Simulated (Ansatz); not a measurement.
Run report: C₂H₆BF₂N, molecular dynamics (part 2 of 2)

Continued. System: C₂H₆BF₂N. Method: RKS BLYP/def2-SVP (Ansatz 0.2.0). The geometry comes from this level: PBE0-D4/def2-TZVP.

Geometry of the input (Å):
```
C  -0.6600  -0.8797  -0.8031
N  -0.0450  0.1466  0.0038
C  1.0708  -0.3010  0.8020
B  -0.4929  1.4650  0.0113
F  0.0915  2.3967  0.7653
F  -1.5264  1.8558  -0.7350
H  0.0640  -1.3104  -1.5043
H  -1.4890  -0.4648  -1.3736
H  -1.0420  -1.6929  -0.1752
H  1.4781  0.5273  1.3791
H  1.8664  -0.7073  0.1669
H  0.7615  -1.0904  1.4968
```

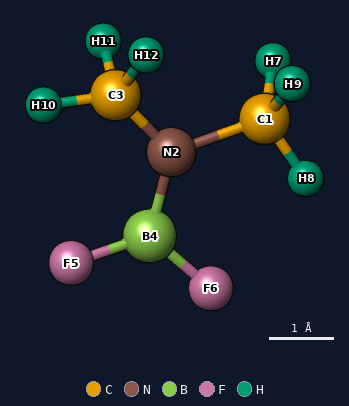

*The geometry at step 13 of the log (ball-and-stick view, seen at a tilt; atoms are numbered from 1 in the order of the input).*

Trajectory as extended XYZ, continued
```
12
Properties=species:S:1:pos:R:3:forces:R:3 step=6 time_fs=3.0 energy=-9765.44160 temperature=976.2
C    -0.6961   -0.8965   -0.8323    3.3623  -1.9220   1.6184
N    -0.0264    0.1554    0.0486   -2.9596   0.4124  -3.0194
C     1.0355   -0.2536    0.7958    3.8397  -3.2921  -0.3248
B    -0.4708    1.4950   -0.0170    0.1956  -0.6040   0.8079
F     0.1026    2.4002    0.7927    0.0063   0.4146  -0.1585
F    -1.5291    1.8315   -0.7472   -0.3997   0.4461  -0.4521
H     0.0255   -1.4880   -1.5452   -0.5899   1.5918   0.4688
H    -1.5158   -0.4697   -1.3098   -1.7908   0.8465  -1.2866
H    -0.9960   -1.8097   -0.2413   -0.3474   0.7417   0.3397
H     1.6150    0.4261    1.3817   -0.2406   1.4032   1.0049
H     1.9318   -0.6611    0.1506   -1.0295   0.2502   0.2311
H     0.7775   -1.1535    1.3678   -0.0465  -0.2884   0.7706
12
Properties=species:S:1:pos:R:3:forces:R:3 step=7 time_fs=3.5 energy=-9765.33480 temperature=893.0
C    -0.7000   -0.9005   -0.8361    2.8703  -1.7439   1.4243
N    -0.0246    0.1570    0.0547   -3.3744   0.5413  -3.4052
C     1.0316   -0.2475    0.7942    4.5322  -3.4937   0.2559
B    -0.4670    1.4997   -0.0212    0.1904  -0.6897   0.9195
F     0.1044    2.4010    0.7973   -0.0476   0.3962  -0.2564
F    -1.5298    1.8277   -0.7495   -0.3502   0.4876  -0.4374
H     0.0154   -1.5079   -1.5493   -0.5813   1.7499   0.4647
H    -1.5367   -0.4626   -1.3108   -1.1933   0.5247  -0.9370
H    -0.9910   -1.8259   -0.2494   -0.3671   0.9087   0.3479
H     1.6387    0.4221    1.3915   -0.6147   1.0978   0.7367
H     1.9364   -0.6520    0.1493   -1.0887   0.2622   0.2098
H     0.7791   -1.1684    1.3531    0.0244  -0.0413   0.6773
12
Properties=species:S:1:pos:R:3:forces:R:3 step=8 time_fs=4.0 energy=-9765.22520 temperature=808.1
C    -0.7032   -0.9048   -0.8396    2.2313  -1.4509   1.1926
N    -0.0233    0.1587    0.0603   -3.7285   0.6534  -3.7315
C     1.0285   -0.2422    0.7926    5.1575  -3.6505   0.8470
B    -0.4632    1.5042   -0.0253    0.1686  -0.7649   1.0201
F     0.1063    2.4018    0.8019   -0.0992   0.3773  -0.3522
F    -1.5305    1.8238   -0.7517   -0.2947   0.5298  -0.4170
H     0.0039   -1.5236   -1.5522   -0.5287   1.8539   0.4229
H    -1.5605   -0.4542   -1.3140   -0.5068   0.1539  -0.5493
H    -0.9869   -1.8399   -0.2567   -0.3902   1.0385   0.3683
H     1.6609    0.4208    1.4031   -1.0006   0.7807   0.4456
H     1.9384   -0.6423    0.1486   -1.1010   0.2608   0.1717
H     0.7808   -1.1833    1.3401    0.0923   0.2181   0.5818
12
Properties=species:S:1:pos:R:3:forces:R:3 step=9 time_fs=4.5 energy=-9765.10972 temperature=719.1
C    -0.7060   -0.9094   -0.8429    1.5527  -1.0900   0.9834
N    -0.0227    0.1605    0.0652   -4.0056   0.7377  -3.9881
C     1.0265   -0.2376    0.7912    5.6626  -3.7717   1.3843
B    -0.4593    1.5085   -0.0291    0.1300  -0.8302   1.1084
F     0.1082    2.4027    0.8064   -0.1477   0.3583  -0.4448
F    -1.5313    1.8201   -0.7541   -0.2336   0.5725  -0.3914
H    -0.0089   -1.5348   -1.5541   -0.4352   1.9030   0.3449
H    -1.5855   -0.4454   -1.3186    0.1659  -0.2110  -0.1815
H    -0.9838   -1.8515   -0.2631   -0.4156   1.1272   0.4006
H     1.6808    0.4213    1.4157   -1.3567   0.4907   0.1689
H     1.9377   -0.6319    0.1483   -1.0685   0.2467   0.1194
H     0.7827   -1.1978    1.3284    0.1518   0.4667   0.4959
12
Properties=species:S:1:pos:R:3:forces:R:3 step=10 time_fs=5.0 energy=-9764.99485 temperature=630.9
C    -0.7085   -0.9143   -0.8460    0.9050  -0.6919   0.8354
N    -0.0228    0.1624    0.0694   -4.1915   0.7850  -4.1669
C     1.0256   -0.2337    0.7901    6.0061  -3.8530   1.8271
B    -0.4554    1.5127   -0.0327    0.0750  -0.8862   1.1834
F     0.1100    2.4036    0.8108   -0.1926   0.3397  -0.5335
F    -1.5320    1.8164   -0.7565   -0.1677   0.6158  -0.3611
H    -0.0227   -1.5415   -1.5551   -0.3033   1.8963   0.2311
H    -1.6101   -0.4372   -1.3236    0.7576  -0.5332   0.1324
H    -0.9816   -1.8603   -0.2685   -0.4421   1.1735   0.4430
H     1.6974    0.4230    1.4288   -1.6554   0.2472  -0.0707
H     1.9345   -0.6210    0.1482   -0.9915   0.2197   0.0532
H     0.7849   -1.2111    1.3179    0.2004   0.6871   0.4265
12
Properties=species:S:1:pos:R:3:forces:R:3 step=11 time_fs=5.5 energy=-9764.89286 temperature=552.7
C    -0.7108   -0.9192   -0.8489    0.3215  -0.2710   0.7669
N    -0.0237    0.1645    0.0729   -4.2752   0.7881  -4.2629
C     1.0259   -0.2307    0.7894    6.1610  -3.8830   2.1566
B    -0.4515    1.5166   -0.0360    0.0043  -0.9332   1.2446
F     0.1119    2.4046    0.8152   -0.2334   0.3215  -0.6175
F    -1.5328    1.8128   -0.7589   -0.0976   0.6596  -0.3268
H    -0.0372   -1.5437   -1.5556   -0.1348   1.8326   0.0816
H    -1.6329   -0.4302   -1.3282    1.2365  -0.7945   0.3797
H    -0.9805   -1.8663   -0.2729   -0.4676   1.1774   0.4928
H     1.7100    0.4252    1.4417   -1.8832   0.0561  -0.2631
H     1.9290   -0.6095    0.1483   -0.8687   0.1791  -0.0282
H     0.7877   -1.2228    1.3085    0.2372   0.8673   0.3763
12
Properties=species:S:1:pos:R:3:forces:R:3 step=12 time_fs=6.0 energy=-9764.81643 temperature=494.0
C    -0.7130   -0.9243   -0.8517   -0.1886   0.1681   0.7825
N    -0.0252    0.1667    0.0756   -4.2517   0.7426  -4.2754
C     1.0275   -0.2284    0.7891    6.1144  -3.8502   2.3700
B    -0.4476    1.5204   -0.0390   -0.0810  -0.9709   1.2919
F     0.1137    2.4056    0.8195   -0.2699   0.3039  -0.6965
F    -1.5336    1.8093   -0.7614   -0.0243   0.7035  -0.2895
H    -0.0520   -1.5415   -1.5560    0.0677   1.7122  -0.1028
H    -1.6528   -0.4251   -1.3320    1.5958  -0.9903   0.5606
H    -0.9805   -1.8695   -0.2761   -0.4901   1.1408   0.5467
H     1.7181    0.4277    1.4539   -2.0363  -0.0845  -0.4061
H     1.9213   -0.5976    0.1484   -0.6986   0.1242  -0.1270
H     0.7910   -1.2324    1.2999    0.2626   1.0006   0.3456
12
Properties=species:S:1:pos:R:3:forces:R:3 step=13 time_fs=6.5 energy=-9764.77475 temperature=462.0
C    -0.7153   -0.9292   -0.8543   -0.6272   0.6227   0.8780
N    -0.0275    0.1690    0.0776   -4.1218   0.6470  -4.2078
C     1.0303   -0.2268    0.7893    5.8658  -3.7471   2.4747
B    -0.4437    1.5239   -0.0418   -0.1794  -0.9992   1.3254
F     0.1154    2.4066    0.8237   -0.3021   0.2869  -0.7701
F    -1.5345    1.8059   -0.7639    0.0513   0.7476  -0.2497
H    -0.0667   -1.5351   -1.5565    0.2990   1.5384  -0.3185
H    -1.6688   -0.4224   -1.3344    1.8408  -1.1223   0.6813
H    -0.9816   -1.8700   -0.2780   -0.5069   1.0668   0.6006
H     1.7214    0.4299    1.4652   -2.1161  -0.1790  -0.5015
H     1.9120   -0.5854    0.1481   -0.4808   0.0549  -0.2452
H     0.7949   -1.2396    1.2922    0.2775   1.0835   0.3329
12
Properties=species:S:1:pos:R:3:forces:R:3 step=14 time_fs=7.0 energy=-9764.77186 temperature=459.7
C    -0.7177   -0.9341   -0.8567   -0.9948   1.0842   1.0427
N    -0.0305    0.1715    0.0789   -3.8933   0.5030  -4.0679
C     1.0343   -0.2261    0.7900    5.4267  -3.5727   2.4816
B    -0.4398    1.5272   -0.0442   -0.2891  -1.0176   1.3456
F     0.1172    2.4077    0.8278   -0.3302   0.2700  -0.8386
F    -1.5353    1.8026   -0.7664    0.1281   0.7915  -0.2083
H    -0.0807   -1.5251   -1.5579    0.5496   1.3200  -0.5564
H    -1.6804   -0.4224   -1.3352    1.9804  -1.1947   0.7492
H    -0.9840   -1.8679   -0.2785   -0.5153   0.9603   0.6500
H     1.7196    0.4317    1.4753   -2.1259  -0.2313  -0.5516
H     1.9015   -0.5730    0.1472   -0.2189  -0.0269  -0.3827
H     0.7995   -1.2442    1.2853    0.2827   1.1142   0.3364
12
Properties=species:S:1:pos:R:3:forces:R:3 step=15 time_fs=7.5 energy=-9764.80696 temperature=486.6
C    -0.7203   -0.9387   -0.8589   -1.2832   1.5340   1.2587
N    -0.0342    0.1740    0.0795   -3.5791   0.3148  -3.8662
C     1.0393   -0.2260    0.7911    4.8210  -3.3338   2.4004
B    -0.4360    1.5303   -0.0464   -0.4083  -1.0254   1.3536
F     0.1188    2.4088    0.8318   -0.3542   0.2531  -0.9018
F    -1.5361    1.7994   -0.7690    0.2053   0.8352  -0.1660
H    -0.0934   -1.5120   -1.5605    0.8027   1.0730  -0.7993
H    -1.6873   -0.4253   -1.3342    2.0213  -1.2105   0.7699
H    -0.9876   -1.8636   -0.2774   -0.5128   0.8276   0.6903
H     1.7127    0.4329    1.4840   -2.0688  -0.2436  -0.5583
H     1.8905   -0.5608    0.1454    0.0775  -0.1167  -0.5355
H     0.8048   -1.2462    1.2792    0.2787   1.0922   0.3543
12
Properties=species:S:1:pos:R:3:forces:R:3 step=16 time_fs=8.0 energy=-9764.87570 temperature=539.4
C    -0.7231   -0.9431   -0.8609   -1.4713   1.9419   1.5014
N    -0.0385    0.1766    0.0794   -3.1966   0.0890  -3.6152
C     1.0453   -0.2266    0.7928    4.0847  -3.0443   2.2340
B    -0.4323    1.5332   -0.0482   -0.5348  -1.0223   1.3503
F     0.1205    2.4100    0.8357   -0.3747   0.2358  -0.9603
F    -1.5368    1.7962   -0.7716    0.2817   0.8786  -0.1234
H    -0.1041   -1.4963   -1.5651    1.0343   0.8209  -1.0201
H    -1.6893   -0.4310   -1.3314    1.9655  -1.1702   0.7461
H    -0.9925   -1.8572   -0.2746   -0.4967   0.6762   0.7167
H     1.7008    0.4335    1.4914   -1.9476  -0.2156  -0.5215
H     1.8797   -0.5488    0.1424    0.3902  -0.2067  -0.6930
H     0.8107   -1.2455    1.2739    0.2652   1.0169   0.3850
12
Properties=species:S:1:pos:R:3:forces:R:3 step=17 time_fs=8.5 energy=-9764.97124 temperature=612.9
C    -0.7263   -0.9470   -0.8626   -1.5259   2.2692   1.7403
N    -0.0433    0.1792    0.0787   -2.7649  -0.1668  -3.3281
C     1.0522   -0.2279    0.7949    3.2653  -2.7238   1.9770
B    -0.4287    1.5358   -0.0497   -0.6664  -1.0081   1.3371
F     0.1221    2.4112    0.8395   -0.3921   0.2175  -1.0143
F    -1.5376    1.7932   -0.7742    0.3566   0.9214  -0.0810
H    -0.1124   -1.4786   -1.5721    1.2143   0.5912  -1.1838
H    -1.6866   -0.4395   -1.3268    1.8086  -1.0717   0.6773
H    -0.9985   -1.8493   -0.2702   -0.4650   0.5148   0.7249
H     1.6843    0.4337    1.4976   -1.7651  -0.1453  -0.4401
H     1.8698   -0.5373    0.1376    0.6926  -0.2864  -0.8368
H     0.8173   -1.2424    1.2696    0.2420   0.8880   0.4275
12
Properties=species:S:1:pos:R:3:forces:R:3 step=18 time_fs=9.0 energy=-9765.08433 temperature=699.8
C    -0.7297   -0.9505   -0.8639   -1.4078   2.4773   1.9457
N    -0.0486    0.1817    0.0775   -2.3038  -0.4445  -3.0175
C     1.0597   -0.2296    0.7974    2.4180  -2.3948   1.6166
B    -0.4253    1.5382   -0.0510   -0.8006  -0.9828   1.3154
F     0.1236    2.4124    0.8432   -0.4069   0.1979  -1.0644
F    -1.5382    1.7903   -0.7768    0.4290   0.9636  -0.0393
H    -0.1177   -1.4595   -1.5820    1.3125   0.4091  -1.2536
H    -1.6796   -0.4506   -1.3205    1.5415  -0.9103   0.5600
H    -1.0057   -1.8401   -0.2640   -0.4164   0.3522   0.7112
H     1.6636    0.4334    1.5027   -1.5260  -0.0307  -0.3132
H     1.8616   -0.5265    0.1309    0.9521  -0.3437  -0.9417
H     0.8244   -1.2372    1.2662    0.2084   0.7066   0.4808
12
Properties=species:S:1:pos:R:3:forces:R:3 step=19 time_fs=9.5 energy=-9765.20246 temperature=790.4
C    -0.7335   -0.9535   -0.8648   -1.0824   2.5381   2.0973
N    -0.0543    0.1842    0.0757   -1.8315  -0.7361  -2.6954
C     1.0677   -0.2319    0.8002    1.5998  -2.0779   1.1396
B    -0.4220    1.5404   -0.0519   -0.9352  -0.9471   1.2866
F     0.1251    2.4136    0.8467   -0.4199   0.1765  -1.1110
F    -1.5389    1.7876   -0.7795    0.4982   1.0050   0.0014
H    -0.1199   -1.4394   -1.5948    1.3072   0.2888  -1.2012
H    -1.6689   -0.4639   -1.3129    1.1522  -0.6808   0.3887
H    -1.0138   -1.8300   -0.2560   -0.3505   0.1973   0.6734
H     1.6392    0.4331    1.5071   -1.2392   0.1283  -0.1428
H     1.8557   -0.5165    0.1219    1.1369  -0.3681  -0.9797
H     0.8321   -1.2303    1.2640    0.1643   0.4759   0.5432
12
Properties=species:S:1:pos:R:3:forces:R:3 step=20 time_fs=10.0 energy=-9765.30951 temperature=872.3
C    -0.7374   -0.9560   -0.8654   -0.5336   2.4432   2.1921
N    -0.0604    0.1866    0.0734   -1.3632  -1.0343  -2.3720
C     1.0760   -0.2346    0.8033    0.8612  -1.7862   0.5433
B    -0.4190    1.5424   -0.0526   -1.0676  -0.9022   1.2522
F     0.1265    2.4149    0.8500   -0.4315   0.1532  -1.1547
F    -1.5394    1.7849   -0.7821    0.5635   1.0457   0.0409
H    -0.1190   -1.4186   -1.6105    1.1927   0.2291  -1.0177
H    -1.6555   -0.4788   -1.3044    0.6319  -0.3806   0.1587
H    -1.0228   -1.8195   -0.2465   -0.2682   0.0574   0.6104
H     1.6119    0.4332    1.5111   -0.9198   0.3253   0.0629
H     1.8524   -0.5074    0.1106    1.2243  -0.3541  -0.9279
H     0.8401   -1.2223    1.2632    0.1105   0.2034   0.6118
```

Key numbers

- outcome: finished
- mean temperature over the second half: 600 K
- trajectory: 20 steps, 10 fs
- ensemble: nve
- temperature in the input: 1500 K
- time step: 0.5 fs
- potential energy (last step): −9765.3098 eV
- SCF solution under orbital rotations (last step): stable
- largest force (length of the vector) (last step): 3.326 eV/Å
- dipole moment (last step): 2.63 D
- hardware: 4 threads of Arm Neoverse V1, 23 GiB of memory available, shared host
- wall time: 26 s (CPU time 98 s)
- peak memory: 0.5 GiB

Remarks

So short a trajectory is not equilibrated.
